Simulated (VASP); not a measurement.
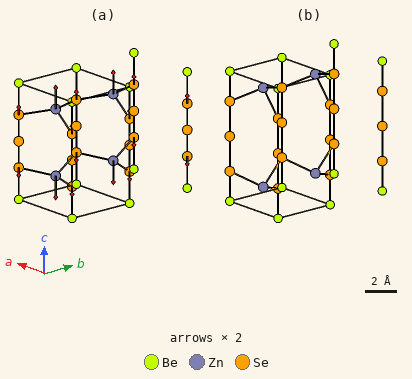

The structure of solid BeZn2Se3 (a generated structure, set up in P-6m2) before (left) and after (right) a relaxation, at one scale. The red arrows give the displacements (the part carried along by the change of the cell is left out), 2 times their true length.

Style: ball-and-stick. Shown: the cell of the calculation, repeated 1 × 2 × 1 with one cell outlined, from a free direction.

The run lets cell and atoms move.

Theory: VASP, Kohn-Sham DFT of a periodic cell, PBE, VASP PAW PBE potentials, recommended.

Input
```
PREC = Normal ; ENCUT = 520
EDIFF = 1E-4 ; ISMEAR = 0
SIGMA = 0.15 ; LREAL = F
LASPH = T ; NELM = 60
ALGO = Fast ; ISIF = 3
LWAVE = F ; LCHARG = F
GGA = PE ; IBRION = 2
NSW = 24 ; EDIFFG = -0.08
```

Launched with:
```bash
cat potpaw_PBE.64/Be/POTCAR potpaw_PBE.64/Zn/POTCAR potpaw_PBE.64/Se/POTCAR > POTCAR
mpirun -np 1 vasp_std > vasp.out
```

> Describe what moved and what it gained.

The relaxation stopped without meeting its thresholds, so the last structure isn't shown to be converged. The energy falls by 827 meV per atom in 23 geometry steps. The largest force component goes from 8.5 to 0.4 eV/Å. Pressure: 11.99 GPa at the start and −0.04 GPa at the end. The largest moves relative to the cell, 0.97 Å, are those of Zn atoms. Largest moves by element: Zn 0.97 Å, Se 0.43 Å. Be stays in place. The volume changes by −8.5 %, with a = b 4.277 → 3.871 Å (−9.5 %), c 9.168 → 10.234 Å (+11.6 %). Some distances before and after: Zn–Zn 3.909 → 2.416 Å, Se–Se 2.079 → 2.755 Å, Be–Se 2.505 → 2.362 Å, Se–Zn 2.530 → 2.516 Å. New bonds form, among them: Zn–Zn (3.91 → 2.42 Å). Bond angles that change, for instance: Se–Zn–Se 115.4° → 100.6°, Zn–Se–Zn 115.4° → 100.6°, Zn–Se–Se 102.6° → 117.3°. The space group stays P-6m2 (No. 187).
